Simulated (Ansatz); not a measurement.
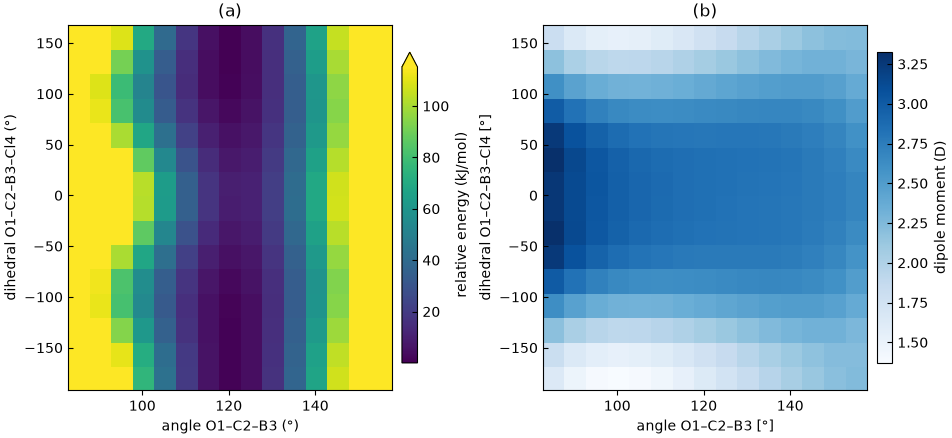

CH₂BClO, SMILES O=CBCl. 
- First axis: angle O1–C2–B3. Second axis: dihedral O1–C2–B3–Cl4.
- Nothing is relaxed (all other coordinates rigid).
- Grid: 15 × 15 points.
- Points are written as (first, second).
- Energies: kJ/mol, counted from the relaxed molecule at the same level.
- Computed with RHF/def2-TZVP in Ansatz.

Panel (a) is the energy and panel (b) the computed dipole moment on the same grid.

The picture shows one coloured cell a grid point, one colour for all values above the top of the scale.

How does the dipole moment vary over the map, and what is it at the lowest grid point?

Leaving out the highest fifth of the energies, it runs from 1.37 D at (100.3°, −180°) to 3.07 D at (90.3°, 60°). At the lowest grid point, (120.3°, 132°), it is 2.06 D.
